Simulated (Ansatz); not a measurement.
**doublet [GaCl3]−: levels of theory compared**

Aim: a comparison of 6 runs (UB3LYP/6-31G*, UB3LYP/aug-cc-pVDZ, UBHLYP/aug-cc-pVDZ, UPBE0/aug-cc-pVDZ, USVWN5/aug-cc-pVDZ) of doublet [GaCl3]−. 

Program for the calculation: Ansatz 0.2.0.

23 further runs of the same task are left out: 1 that didn't finish, 22 set aside as unsound or not needed.

### 1 The system as given

The species is [GaCl3]− (4 atoms), meant as a doublet with charge -1. SMILES of the parent species: `[Cl][Ga]([Cl])[Cl]`. The shape is that of a PBE0-D4/def2-TZVP optimisation. That shape belongs to the parent species and isn't relaxed for this state.

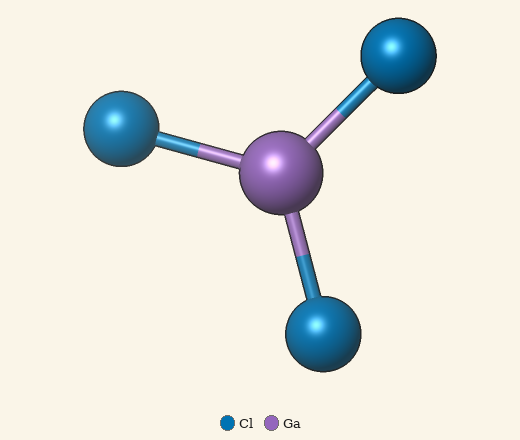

Viewed from a chosen angle; chlorine blue, gallium purple.

### 2 A single-point energy at UB3LYP/6-31G(d) (spherical functions) (run 1)

molecule.yaml reads:

```yaml
crystal:
  periodic: [false, false, false]
  atoms:
    - {symbol: Cl, position_ang: [0.866700, 0.371400, 1.887500]}
    - {symbol: Ga, position_ang: [0.013800, -0.015100, -0.005100]}
    - {symbol: Cl, position_ang: [-0.090300, -1.995000, -0.731600]}
    - {symbol: Cl, position_ang: [-0.734700, 1.578300, -1.171100]}
basis:
  gaussian: {orbitals: 6-31G_st_-spherical.json}
magnetization: {spin_polarized: true, initial_magnetization: 1}
accuracy: high
hamiltonian: {xc: {name: B3LYP}}
output: {orbitals: {seedname: orbitals}}
total_charge: -1
```

The basis set 6-31G* is read from a file made from the Basis Set Exchange's data (not shown).

Started as:

```
$ ansatz run molecule.yaml --threads 1 --pin off --max-ram 3480MiB --events-out events.jsonl --progress --plain --runs-dir runs
```

Log:

```text
Warning: RAYON_NUM_THREADS=1 ignored (pool sized by the plan → 1); use --threads N
Functional definition: B3LYP
  name "B3LYP"
  parameter a0 = 0.2
  parameter ax = 0.72
  parameter ac = 0.81
  exchange = (1 - a0 - ax)*slater_x + ax*b88_x + a0*exact_x
  correlation = (1 - ac)*vwn_rpa_c + ac*lyp_c
1690 factors; integrals over basis functions are off by at most 4.7e-9 eV
mean field evaluation 1: about -89943.2750 eV, gradient 1.4e1 eV
mean field evaluation 2: about -89942.7622 eV, gradient 2.1e1 eV
mean field evaluation 4: about -89943.8413 eV, gradient 4.3e-1 eV
mean field evaluation 8: about -89943.9046 eV, gradient 1.2e-2 eV
mean field evaluation 16: about -89943.9046 eV, gradient 3.9e-6 eV
mean field evaluation 32: about -89943.7049 eV, gradient 1.1e0 eV
mean field -89943.90459247 eV, -3305.3775276049 hartree, gradient 2.5e-8 eV, S^2 0.751623; 3 other end points of the search recorded, 0 dependent functions left out
reference -89943.90462808 eV, -3305.3775289138 hartree; 42, 41 occupied and 44, 45 virtual orbitals, 1690 factors
Total energy: -89943.90462808 eV, -3305.3775289138 hartree
```

Run time: 71 s. Hardware: 1 thread of Arm Neoverse N1, shared host; peak memory 0.56 GiB.

### 3 A single-point energy at UB3LYP/6-31G(d) (Cartesian functions) (run 2)

molecule.yaml reads:

```yaml
basis:
  gaussian: {orbitals: "6-31G*"}
crystal:
  periodic: [false, false, false]
  atoms:
    - {symbol: Cl, position_ang: [0.866700, 0.371400, 1.887500]}
    - {symbol: Ga, position_ang: [0.013800, -0.015100, -0.005100]}
    - {symbol: Cl, position_ang: [-0.090300, -1.995000, -0.731600]}
    - {symbol: Cl, position_ang: [-0.734700, 1.578300, -1.171100]}
total_charge: -1
magnetization: {spin_polarized: true, initial_magnetization: 1}
hamiltonian: {xc: {name: B3LYP}}
accuracy: high
output: {orbitals: {seedname: orbitals}}
```

Started as:

```
$ ansatz run molecule.yaml --threads 1 --pin off --max-ram 3480MiB --events-out events.jsonl --progress --plain --runs-dir runs
```

Log, shortened:

```text
Warning: RAYON_NUM_THREADS=1 ignored (pool sized by the plan → 1); use --threads N
[... 7 set-up lines as earlier in the session ...]
1724 factors; integrals over basis functions are off by at most 4.4e-9 eV
mean field evaluation 1: about -89943.7014 eV, gradient 1.5e1 eV
mean field evaluation 2: about -89943.1236 eV, gradient 2.3e1 eV
mean field evaluation 4: about -89944.2627 eV, gradient 4.2e-1 eV
mean field evaluation 8: about -89944.3005 eV, gradient 1.2e-2 eV
mean field evaluation 16: about -89944.3005 eV, gradient 3.7e-6 eV
mean field evaluation 32: about -89944.2789 eV, gradient 1.6e0 eV
mean field -89944.30050311 eV, -3305.3920770527 hartree, gradient 3.7e-8 eV, S^2 0.751628; 3 other end points of the search recorded, 0 dependent functions left out
reference -89944.30053872 eV, -3305.3920783614 hartree; 42, 41 occupied and 50, 51 virtual orbitals, 1724 factors
Total energy: -89944.30053872 eV, -3305.3920783614 hartree
```

It took 70 s on 1 thread of Arm Neoverse N1, shared host; peak memory 0.58 GiB.

### 4 A single-point energy at UB3LYP/aug-cc-pVDZ (run 3)

job.yaml reads:

```yaml
crystal:
  periodic: [false, false, false]
  atoms:
    - symbol: Cl
      position_ang: [0.866700, 0.371400, 1.887500]
    - symbol: Ga
      position_ang: [0.013800, -0.015100, -0.005100]
    - symbol: Cl
      position_ang: [-0.090300, -1.995000, -0.731600]
    - symbol: Cl
      position_ang: [-0.734700, 1.578300, -1.171100]
basis:
  gaussian: {orbitals: aug-cc-pVDZ}
total_charge: -1
magnetization: {spin_polarized: true, initial_magnetization: 1}
hamiltonian: {xc: {name: B3LYP}}
accuracy: high
output: {orbitals: {seedname: orbitals}}
```

Started as:

```
$ ansatz run job.yaml --threads 1 --pin off --max-ram 3480MiB --events-out events.jsonl --progress --plain --runs-dir runs
```

Log, shortened:

```text
Warning: RAYON_NUM_THREADS=1 ignored (pool sized by the plan → 1); use --threads N
[... 7 set-up lines as earlier in the session ...]
2315 factors; integrals over basis functions are off by at most 3.7e-9 eV
mean field evaluation 1: about -89952.7173 eV, gradient 9.3e0 eV
mean field evaluation 2: about -89952.4679 eV, gradient 1.1e1 eV
mean field evaluation 4: about -89953.1745 eV, gradient 2.1e-1 eV
mean field evaluation 8: about -89953.2315 eV, gradient 4.6e-3 eV
mean field evaluation 16: about -89953.2315 eV, gradient 5.0e-6 eV
mean field evaluation 32: about -89952.6929 eV, gradient 4.2e0 eV
mean field -89953.23151829 eV, -3305.7202858071 hartree, gradient 2.9e-8 eV, S^2 0.751204; 7 other end points of the search recorded, 0 dependent functions left out
reference -89953.23154768 eV, -3305.7202868870 hartree; 42, 41 occupied and 75, 76 virtual orbitals, 2315 factors
Total energy: -89953.23154768 eV, -3305.7202868870 hartree
```

It took 91 s on 1 thread of Arm Neoverse N1, shared host; peak memory 0.82 GiB.

Runs 4 to 5 aren't shown in full; the table further down has their settings and results.

### 5 The energy at USVWN5/aug-cc-pVDZ (run 6)

input.yaml reads:

```yaml
crystal:
  periodic: [false, false, false]
  atoms:
    - {symbol: Cl, position_ang: [0.866700, 0.371400, 1.887500]}
    - {symbol: Ga, position_ang: [0.013800, -0.015100, -0.005100]}
    - {symbol: Cl, position_ang: [-0.090300, -1.995000, -0.731600]}
    - {symbol: Cl, position_ang: [-0.734700, 1.578300, -1.171100]}
basis:
  gaussian:
    orbitals: aug-cc-pVDZ
accuracy: high
total_charge: -1
output:
  orbitals: {seedname: orbitals}
hamiltonian:
  xc: {name: SVWN5}
magnetization:
  spin_polarized: true
  initial_magnetization: 1
```

Started as:

```
$ ansatz run input.yaml --threads 1 --pin off --max-ram 3480MiB --events-out events.jsonl --progress --plain --runs-dir runs
```

Log:

```text
Warning: RAYON_NUM_THREADS=1 ignored (pool sized by the plan → 1); use --threads N
Functional definition: SVWN5
  name "SVWN5"
  exchange = slater_x
  correlation = vwn5_c
2315 factors; integrals over basis functions are off by at most 3.7e-9 eV
mean field evaluation 1: about -89747.5676 eV, gradient 1.0e1 eV
mean field evaluation 2: about -89747.3954 eV, gradient 1.1e1 eV
mean field evaluation 4: about -89747.9857 eV, gradient 2.2e-1 eV
mean field evaluation 8: about -89747.9868 eV, gradient 2.3e-2 eV
mean field evaluation 16: about -89747.9868 eV, gradient 3.8e-6 eV
mean field evaluation 32: about -89747.2960 eV, gradient 2.2e-1 eV
mean field -89747.98682409 eV, -3298.1776824149 hartree, gradient 6.2e-8 eV, S^2 0.750571; 5 other end points of the search recorded, 0 dependent functions left out
reference -89747.98682699 eV, -3298.1776825216 hartree; 42, 41 occupied and 75, 76 virtual orbitals, 2315 factors
Total energy: -89747.98682699 eV, -3298.1776825216 hartree
```

Wall time 31 s (1 thread of Arm Neoverse N1, shared host); peak memory 0.45 GiB.

### 6 All runs side by side

```
run                                level  Cartesian functions   energy (Eh)  HOMO energy (eV)  LUMO energy (eV)   ⟨S²⟩  wall time
  1  UB3LYP/6-31G* (spherical functions)                   no  -3305.377529              1.69              3.34  0.752       71 s
  2  UB3LYP/6-31G* (Cartesian functions)                  yes  -3305.392078              1.69              3.35  0.752       70 s
  3                   UB3LYP/aug-cc-pVDZ                   no  -3305.720287              1.00              2.23  0.751       91 s
  4                   UBHLYP/aug-cc-pVDZ                   no  -3305.604057              0.52              2.96  0.752       86 s
  5                    UPBE0/aug-cc-pVDZ                   no  -3304.925022              0.96              2.60  0.752       92 s
  6                   USVWN5/aug-cc-pVDZ                   no  -3298.177683              1.30              1.59  0.751       31 s
```

### 7 Outcome

| quantity | value |
| --- | --- |
| run 6: total energy | -3298.17768 Eh |
| run 6: HOMO energy (highest over α and β) | 1.30 eV |
| run 6: LUMO energy (lowest over α and β) | 1.59 eV |
| run 6: ⟨S²⟩ | 0.751 |

What this shows: Totals of different functionals can't be ranked against each other. In runs 1, 2, 3, 4, 5, 6 the HOMO lies above zero, so the outermost electron may be held by the basis alone. All runs together took 7.4 min, the longest 92 s.
